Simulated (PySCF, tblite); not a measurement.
# C24H32: electronic excitations, NMR shifts, part 1 of 2

Wanted: electronic excitations, NMR shifts for C24H32 (`c1cc2ccc1CCCCCCc1ccc(cc1)CCCCCC2`).

Computed with tblite 0.8.0 and PySCF 2.14.0 and routines of our own; the level stands in each step. Atoms count from 0.

## 1. The system as given

56 atoms, charge 0, multiplicity 1; geometry from: force field, distance geometry or constructed start.

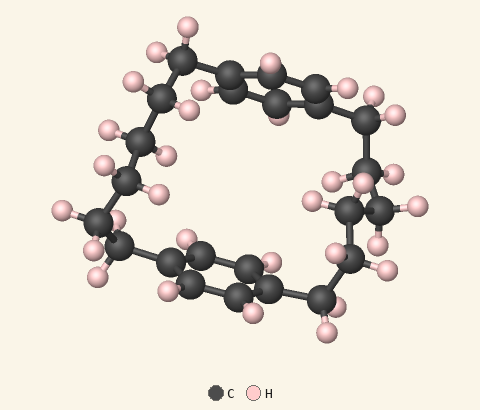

The starting geometry (carbon dark grey, hydrogen pink).

## 2. Relaxing the molecule with GFN2-xTB

What the job is given:

```
{"job": {"kind": "relax", "xc": "GFN2-xTB", "basis": "xTB"}, "charge": 0, "multiplicity": 1}
C     -3.028500    -1.543600    -0.032000
C     -2.165700    -2.555300     0.367400
C     -0.972300    -2.804800    -0.327800
C     -0.697900    -2.031900    -1.471200
C     -1.559200    -1.011900    -1.853900
C     -2.724300    -0.730000    -1.129100
C     -3.603100     0.416700    -1.566900
C     -4.231600     1.271900    -0.453900
C     -3.278700     1.849500     0.595100
C     -2.064600     2.576500     0.024700
C     -1.282600     3.285300     1.134800
C      0.046600     3.877300     0.656800
C      1.119100     2.839600     0.449900
C      1.501900     2.450600    -0.847200
C      2.472200     1.472600    -1.032200
C      3.084100     0.843900     0.070200
C      2.726300     1.253300     1.353900
C      1.749700     2.231100     1.540400
C      4.126200    -0.231300    -0.138600
C      3.631400    -1.468300    -0.901100
C      3.002900    -2.577100    -0.046700
C      1.849000    -2.132600     0.847900
C      0.933900    -3.283200     1.281800
C      0.009800    -3.831900     0.163700
H     -3.942600    -1.374100     0.541800
H     -2.413300    -3.146500     1.258500
H      0.216100    -2.204100    -2.032000
H     -1.298500    -0.412000    -2.726400
H     -4.405800    -0.001900    -2.186500
H     -3.030400     1.084100    -2.216600
H     -4.764600     2.099800    -0.938100
H     -5.006100     0.686600     0.065700
H     -3.857600     2.545600     1.219900
H     -2.938000     1.052100     1.268900
H     -1.412200     1.858300    -0.487000
H     -2.379400     3.315800    -0.727200
H     -1.902800     4.102900     1.522100
H     -1.108400     2.598900     1.969500
H     -0.104700     4.458500    -0.259600
H      0.409400     4.596400     1.408000
H      1.031200     2.903200    -1.710400
H      2.754500     1.181600    -2.042900
H      3.195500     0.797200     2.220800
H      1.481000     2.521200     2.552700
H      4.942100     0.226200    -0.709700
H      4.563400    -0.536700     0.813500
H      4.494600    -1.914200    -1.415900
H      2.922200    -1.187400    -1.692200
H      3.785600    -3.030900     0.580200
H      2.677700    -3.368800    -0.731500
H      1.261100    -1.357200     0.367000
H      2.279500    -1.687100     1.756200
H      1.541800    -4.111900     1.663000
H      0.307400    -2.941400     2.108700
H     -0.540200    -4.692900     0.553800
H      0.602200    -4.209900    -0.674200
```

Run with:

```bash
$ OMP_NUM_THREADS=2 python large_run.py task.json out
```

The driver reads the jobs from task.json and runs them one after another.

Output:

```text
step      E/eV     max force
  0   -1843.08173    0.727
  1   -1843.13148    0.362
  2   -1843.15903    0.255
  3   -1843.18233    0.201
  4   -1843.18987    0.130
  5   -1843.19535    0.102
  6   -1843.19985    0.119
  7   -1843.20438    0.125
  8   -1843.20854    0.121
  9   -1843.21272    0.103
 10   -1843.21661    0.096
 11   -1843.21841    0.093
 12   -1843.22138    0.080
 13   -1843.22299    0.083
 14   -1843.22511    0.073
 15   -1843.22704    0.071
 16   -1843.22940    0.073
 17   -1843.23168    0.076
 18   -1843.23402    0.085
 19   -1843.23674    0.085
 20   -1843.24044    0.094
 21   -1843.24473    0.110
 22   -1843.24829    0.091
 23   -1843.25037    0.066
 24   -1843.25161    0.062
 25   -1843.25261    0.046
 26   -1843.25333    0.035
 27   -1843.25371    0.023
 28   -1843.25393    0.024
 29   -1843.25414    0.025
 30   -1843.25433    0.023
 31   -1843.25450    0.019
```

It took 1.4 s on 2 threads of Arm Neoverse N1, shared host; peak memory 0.19 GiB.

Step by step:

```
step  energy from step 0 (eV)  largest force (eV/Å)
   0                   0.0000                0.7272
   1                  -0.0497                0.3626
   2                  -0.0773                0.2546
   3                  -0.1006                0.2004
   4                  -0.1081                0.1304
   5                  -0.1136                0.1025
   6                  -0.1181                0.1193
   7                  -0.1226                0.1252
   8                  -0.1268                0.1216
   9                  -0.1310                0.1033
  11                  -0.1367                0.0925
  13                  -0.1413                0.0830
  14                  -0.1434                0.0730
  16                  -0.1477                0.0736
  18                  -0.1523                0.0856
  20                  -0.1587                0.0929
  21                  -0.1630                0.1095
  23                  -0.1686                0.0661
  25                  -0.1709                0.0461
  27                  -0.1720                0.0234
  28                  -0.1722                0.0238
  29                  -0.1724                0.0257
  30                  -0.1726                0.0228
  31                  -0.1728                0.0188
```

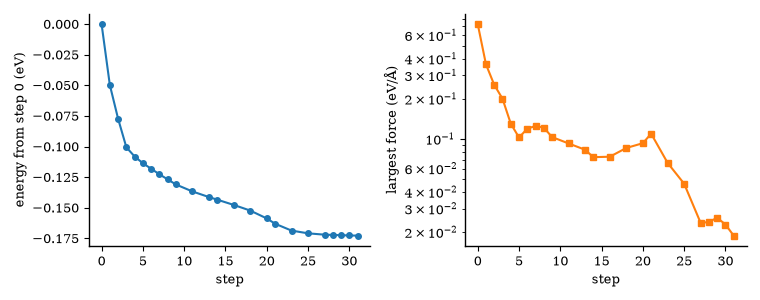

Energy and force, step by step.

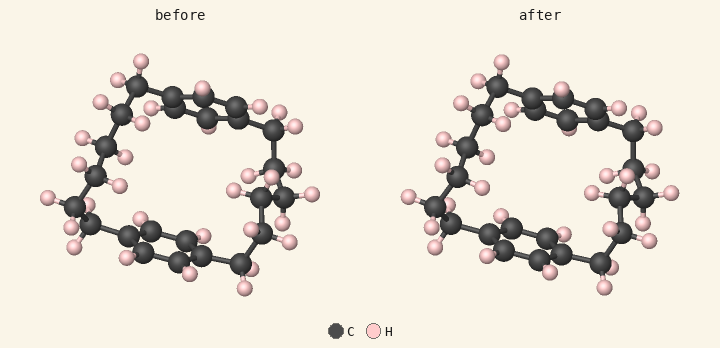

Before and after, at one scale.

Distances of close pairs at the start and the end, largest changes first:

```
   bond  before (Å)  after (Å)  change (Å)
C12–C13       1.407      1.388      -0.019
C14–C15       1.409      1.390      -0.019
  C2–C3       1.407      1.389      -0.019
 C1–H25       1.098      1.082      -0.016
  C1–C2       1.403      1.389      -0.015
C22–C23       1.551      1.537      -0.014
C16–C17       1.394      1.382      -0.012
 C0–H24       1.092      1.080      -0.012
```

The end geometry stands in the next job.

## 3. Harmonic vibrations with GFN2-xTB

What the job is given:

```
{"job": {"kind": "ir", "xc": "GFN2-xTB", "basis": "xTB"}, "charge": 0, "multiplicity": 1}
C     -2.977062    -1.483045    -0.005261
C     -2.119577    -2.493308     0.391006
C     -0.944846    -2.748849    -0.304416
C     -0.654008    -1.962315    -1.411224
C     -1.498842    -0.937718    -1.792616
C     -2.672617    -0.678127    -1.096309
C     -3.582444     0.423228    -1.567026
C     -4.218391     1.268452    -0.459034
C     -3.231308     1.784870     0.588117
C     -2.030918     2.533801     0.012626
C     -1.276824     3.263485     1.121923
C      0.053097     3.861864     0.647042
C      1.092214     2.798401     0.434654
C      1.464100     2.385624    -0.837124
C      2.424634     1.406879    -1.009782
C      3.035651     0.799752     0.081016
C      2.662025     1.213081     1.352525
C      1.705894     2.196164     1.525895
C      4.097328    -0.243390    -0.134911
C      3.596910    -1.468325    -0.915668
C      2.994043    -2.565484    -0.039706
C      1.807746    -2.095769     0.802229
C      0.927611    -3.254814     1.272465
C      0.016126    -3.802708     0.163072
H     -3.892761    -1.322174     0.545144
H     -2.370059    -3.099777     1.251054
H      0.243354    -2.154576    -1.982423
H     -1.244992    -0.330929    -2.651221
H     -4.390936    -0.020030    -2.158986
H     -3.017665     1.076839    -2.234945
H     -4.719635     2.117353    -0.932059
H     -4.986780     0.685807     0.054576
H     -3.774864     2.453530     1.262035
H     -2.861904     0.947439     1.183574
H     -1.358046     1.827115    -0.476125
H     -2.365622     3.257116    -0.735230
H     -1.909164     4.062075     1.517762
H     -1.077501     2.563273     1.936297
H     -0.108657     4.419951    -0.277409
H      0.410600     4.561795     1.406784
H      1.007181     2.845833    -1.702628
H      2.714360     1.120872    -2.011435
H      3.132019     0.769230     2.219588
H      1.438807     2.510217     2.525651
H      4.910223     0.218338    -0.703400
H      4.509261    -0.563398     0.823976
H      4.432761    -1.900756    -1.471923
H      2.849346    -1.146704    -1.643377
H      3.766734    -2.972462     0.617571
H      2.675193    -3.376148    -0.699214
H      1.200301    -1.397145     0.224148
H      2.176160    -1.554974     1.674732
H      1.559723    -4.063502     1.648421
H      0.297341    -2.910386     2.095502
H     -0.533584    -4.660921     0.556012
H      0.623625    -4.147011    -0.675811
```

Output:

```text
mode    cm-1     km/mol
  1      28.9      0.09
  2      34.1      0.02
  3      44.2      0.01
  4      54.6      0.05
  5      57.8      0.01
  6      83.3      0.12
  7     100.5      0.77
  8     111.3      0.08
  9     122.7      0.03
 10     130.7      0.16
 11     151.0      0.28
 12     179.9      0.09
 13     184.3      0.32
 14     208.1      0.09
 15     240.1      0.10
 16     249.6      0.16
 17     268.3      0.28
 18     289.6      0.35
 19     302.5      0.17
 20     325.8      0.32
 21     347.4      0.48
 22     373.3      0.04
 23     378.6      0.03
 24     379.1      0.13
 25     379.5      0.01
 26     399.8      0.99
 27     423.2      0.25
 28     437.8      2.34
 29     445.0      0.57
 30     464.0      0.24
 31     492.2      0.61
 32     511.8      0.64
 33     566.0      0.75
 34     568.8      5.54
 35     612.2      0.01
 36     612.9      0.07
 37     676.2      0.02
 38     677.9      0.17
 39     720.3      3.38
 40     725.4      9.24
 41     769.7      6.38
 42     784.5     11.93
 43     793.3      6.97
 44     804.9     14.38
 45     809.5      5.53
 46     831.4      1.64
 47     842.2      1.59
 48     867.3      6.85
 49     877.2      0.02
 50     877.8      0.24
 51     889.9      2.84
 52     896.8      4.03
 53     909.5      4.46
 54     917.8      0.01
 55     919.0      0.08
 56     927.1      1.26
 57     931.0      0.12
 58     931.4      0.07
 59     939.7      2.70
 60     953.9      1.90
 61     965.6      3.68
 62     982.2      3.87
 63    1001.6      1.02
 64    1018.9      0.45
 65    1021.0      1.16
 66    1044.0      0.82
 67    1067.0      0.02
 68    1071.6      2.01
 69    1081.3      0.38
 70    1089.1      3.14
 71    1106.0      0.99
 72    1107.4      0.29
 73    1118.2      0.06
 74    1127.5      2.07
 75    1139.6      0.84
 76    1147.0      0.13
 77    1152.7      0.05
 78    1158.9      2.72
 79    1165.6      0.85
 80    1168.7      0.70
 81    1194.3      5.22
 82    1197.0      0.59
 83    1206.7      0.23
 84    1207.6      0.45
 85    1217.5      7.80
 86    1223.9     10.27
 87    1236.7      1.53
 88    1239.8      1.29
 89    1242.1      1.55
 90    1261.9      0.82
 91    1263.4      0.06
 92    1270.6      1.28
 93    1284.8      0.61
 94    1286.7      3.04
 95    1287.4      1.35
 96    1290.6      1.28
 97    1292.8      0.27
 98    1316.4      0.72
 99    1323.7      0.52
100    1325.9      0.91
101    1331.4      1.31
102    1334.2      0.67
103    1336.2      1.19
104    1350.1      4.58
105    1350.8      0.30
106    1357.0      2.08
107    1359.6      0.90
108    1360.5      2.15
109    1378.5      2.42
110    1378.9      3.53
111    1422.4      0.47
112    1422.9      0.09
113    1476.1      0.96
114    1479.9      0.63
115    1481.1      2.75
116    1483.0      0.79
117    1484.7      2.10
118    1487.8      1.54
119    1489.7      1.74
120    1493.9      0.95
121    1499.3      2.42
122    1500.8      2.22
123    1502.8      2.68
124    1504.8      0.66
125    1507.7      5.59
126    1508.1     20.68
127    1585.9      0.11
128    1587.1      0.03
129    1615.7      0.30
130    1616.2      0.21
131    2929.9     42.93
132    2945.4     19.98
133    2951.1     14.18
134    2955.1     18.80
135    2955.6     14.83
136    2956.4     22.29
137    2959.4     36.09
138    2961.0     39.27
139    2961.1     53.58
140    2967.3     53.28
141    2967.9      9.19
142    2976.7     45.64
143    2977.0     29.21
144    2977.9     11.61
145    2978.2     47.29
146    2982.4     24.12
147    2982.8     16.88
148    2984.9      3.00
149    2986.7     41.96
150    2988.0     34.98
151    2989.2    123.36
152    2992.9    121.73
153    2994.3     96.73
154    3004.2     65.55
155    3058.4      8.52
156    3060.0      1.05
157    3060.9     27.14
158    3061.9     53.99
159    3071.4     90.88
160    3074.2      5.08
161    3075.3     82.60
162    3081.5     37.77
```

Wall time 14 s (2 threads of Arm Neoverse N1, shared host); peak memory 0.19 GiB.

The strongest bands and the atoms that carry them (share of the mass-weighted mode):

```
cm⁻¹  km/mol                                   atoms
2961    53.6                      H46 41 %, H39 20 %
2989   123.4  H33 43 %, H34 13 %, H37 12 %, H38 10 %
2993   121.7            H47 31 %, H45 23 %, H50 20 %
2994    96.7                                H34 66 %
3004    65.5                      H51 56 %, H50 32 %
3062    54.0                      H25 68 %, H27 13 %
3071    90.9            H43 50 %, H42 26 %, H41 10 %
3075    82.6                      H26 62 %, H27 20 %
```

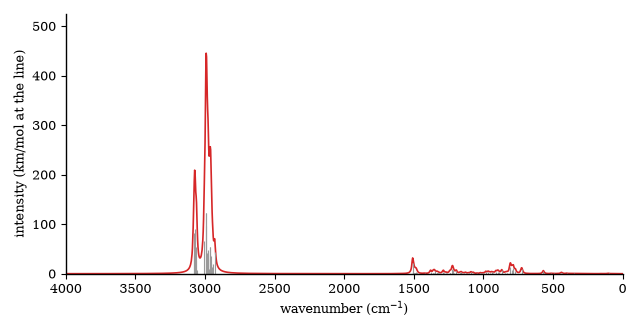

The infrared spectrum from these modes, unscaled. Lines are broadened to a width of 14 cm⁻¹ (Lorentzian).

## 4. Electronic excitations: TDA wB97X-D/6-31G*

The job, as its differences from that of step 3:

```diff
@@ -1,2 +1,2 @@
-{"job": {"kind": "ir", "xc": "GFN2-xTB", "basis": "xTB"}, "charge": 0, "multiplicity": 1}
+{"job": {"kind": "uv", "basis": "6-31G*", "grid": 1, "kgrid": 0, "vcut": 1.5, "nstates": 8, "ntriplets": 3, "tda": true, "delta": ["ip_vertical", "ea_vertical", "triplet_vertical"], "pop": true, "xc": "wB97X-D"}, "charge": 0, "multiplicity": 1}
 C     -2.977062    -1.483045    -0.005261
```

With the program's defaults for keys left out, this is: TDA wB97X-D/6-31G*, vertical, gas phase, core orbitals frozen in the response, virtual orbitals cut by energy.

Output:

```text
start: PBE on a coarse grid of 42639 points
cycle   1  E = -932.4689006294  dE =  2.801e+00  |g| = 1.083e+00  |ddm| = 7.157e+00
cycle   2  E = -932.1190523879  dE =  3.498e-01  |g| = 1.570e+00  |ddm| = 3.615e+00
cycle   3  E = -932.8101810176  dE = -6.911e-01  |g| = 1.447e-01  |ddm| = 2.390e+00
cycle   4  E = -932.8146167417  dE = -4.436e-03  |g| = 6.150e-02  |ddm| = 2.608e-01
cycle   5  E = -932.8154096419  dE = -7.929e-04  |g| = 2.537e-02  |ddm| = 8.452e-02
cycle   6  E = -932.8155515849  dE = -1.419e-04  |g| = 1.200e-02  |ddm| = 4.115e-02
cycle   7  E = -932.8155919596  dE = -4.037e-05  |g| = 3.421e-03  |ddm| = 1.627e-02
final grid: 180652 points
cycle   8  E = -933.5184654603  dE = -1.242e-02  |g| = 4.045e-02  |ddm| = 8.207e-01
cycle   9  E = -933.5190431523  dE = -5.777e-04  |g| = 2.366e-02  |ddm| = 1.583e-01
cycle  10  E = -933.5191885683  dE = -1.454e-04  |g| = 5.486e-03  |ddm| = 3.173e-02
cycle  11  E = -933.5191999101  dE = -1.134e-05  |g| = 2.365e-03  |ddm| = 1.833e-02
cycle  12  E = -933.5192038689  dE = -3.959e-06  |g| = 5.979e-04  |ddm| = 3.382e-03
cycle  13  E = -933.5192004284  dE =  3.440e-06  |g| = 1.751e-04  |ddm| = 9.281e-04
cycle  14  E = -933.5192015299  dE = -1.101e-06  |g| = 5.523e-05  |ddm| = 3.060e-04
converged SCF energy = -933.5192015299
Vertical ionisation energy (delta-SCF) = 7.9369 eV   <S^2> = 0.761
Vertical lowest triplet (delta-SCF) = 4.2809 eV   <S^2> = 2.058

Static polarisability (au): isotropic 229.868, principal 184.957 210.833 293.814

Singlet excitations
state   eV       nm        f      main configurations
  1   5.5290    224.2   0.00648   H->L 0.32, H->L+3 0.15, H-2->L+3 0.10
  2   5.5500    223.4   0.00475   H-1->L+1 0.34, H-2->L+2 0.18, H-3->L+2 0.18
  3   6.3513    195.2   0.04930   H->L+3 0.30, H->L+1 0.14, H->L 0.12
  4   6.4066    193.5   0.11453   H-1->L+2 0.43, H->L+2 0.14, H-2->L+1 0.12
  5   7.4287    166.9   0.03069   H-2->L 0.27, H-3->L+1 0.12, H-3->L+3 0.11
  6   7.4997    165.3   0.02488   H->L+1 0.55, H->L 0.25, H-1->L+1 0.11
  7   7.5885    163.4   0.03356   H-1->L 0.72, H->L 0.08
  8   7.6090    162.9   0.10930   H-2->L+2 0.19, H->L+3 0.13, H-1->L+1 0.10

Triplet excitations (Tamm-Dancoff, eV): 4.1276 4.1611 4.7221
```

Run time: 6.1 min. Hardware: 2 threads of Arm Neoverse N1, shared host; peak memory 1.7 GiB.

Frontier orbitals and where they lie:

```
orbital      eV                         atoms
 HOMO−4  -10.22        C8 8 %, C7 8 %, C9 8 %
 HOMO−3   -8.65   C0 13 %, C16 12 %, C13 12 %
 HOMO−2   -8.60   C16 13 %, C4 13 %, C13 12 %
 HOMO−1   -8.10      C5 22 %, C2 21 %, C4 7 %
   HOMO   -8.00   C15 20 %, C12 20 %, C14 8 %
   LUMO    2.05   C14 24 %, C17 23 %, C13 7 %
 LUMO+1    2.12     C0 21 %, C3 20 %, C1 12 %
 LUMO+2    2.20     C5 26 %, C2 26 %, C4 12 %
 LUMO+3    2.28  C16 23 %, C13 23 %, C15 16 %
```

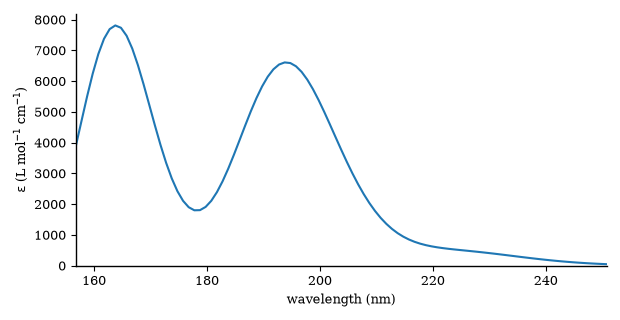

Absorption spectrum: each of the 8 states is a Gaussian band of 0.4 eV half-width at 1/e. Beyond the last state computed it falls off for lack of states.

Ground-state properties from the same run:

```
           property  computed
  dipole moment (D)      0.11
polarisability (Å³)     34.06
 HOMO–LUMO gap (eV)     10.05
      −ε(HOMO) (eV)      8.00
```

(Continued in part 2 of 2.)
